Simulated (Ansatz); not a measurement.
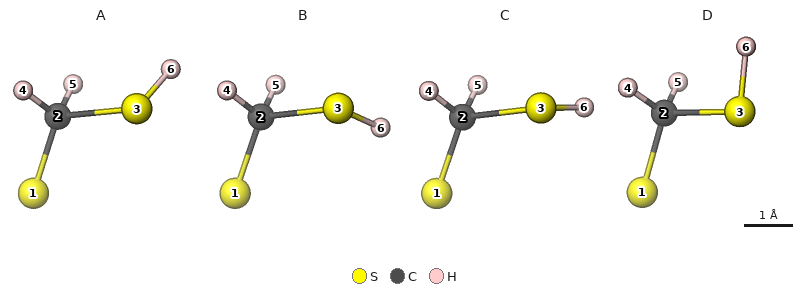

4 geometries from a converged minimum-energy path of CH3S2 (charge −1), shuffled. A ball-and-stick model, seen at a tilt.

Method: RKS PBE-D4/6-31G* (Ansatz). Settings: 7 movable images; climbing image; force threshold 0.03 eV/Å; iteration limit 60; starting path through a guess of the saddle point.

### Which frame is the top of the path?

A. In order along the path, whose images run from 0 to 8: B (image 2, +0.055 eV), C (image 3, +0.108 eV), A (image 5, +0.164 eV), D (image 8, +0.105 eV). The motion is a rotation about the C2–S3 bond by about 145°. No bond forms or breaks between the ends. Bond angles that change up to the highest image, for instance: C2–S3–H6 92.4° → 96.3°, S3–C2–H5 101.8° → 99.0°.

Limits of the set-up: the basis has no diffuse functions, which an anion needs.

Cost: 73 s on 1 thread of Arm Neoverse V2, on a shared host, peak memory 0.1 GiB.
